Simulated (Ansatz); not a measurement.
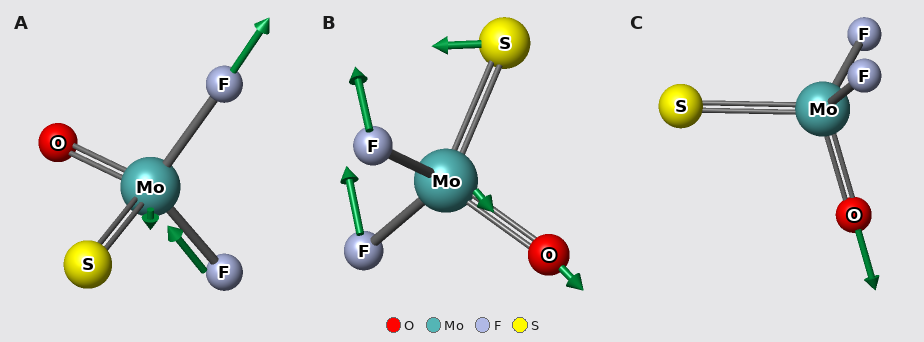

3 normal modes of one molecule or complex, as arrows. The species is neutral and a spin singlet. Harmonic vibrations computed with RKS PBE0-D4/def2-TZVP, core potentials on Mo (Ansatz 0.2.0) at a stationary point of the same level.

Match the panels to the wavenumbers 220 cm⁻¹, 732 cm⁻¹, 1075 cm⁻¹.

Answer. A: 732 cm⁻¹, out-of-phase stretching of 2 Mo–F bonds
B: 220 cm⁻¹, F–Mo–S bending
C: 1075 cm⁻¹, Mo–O stretching
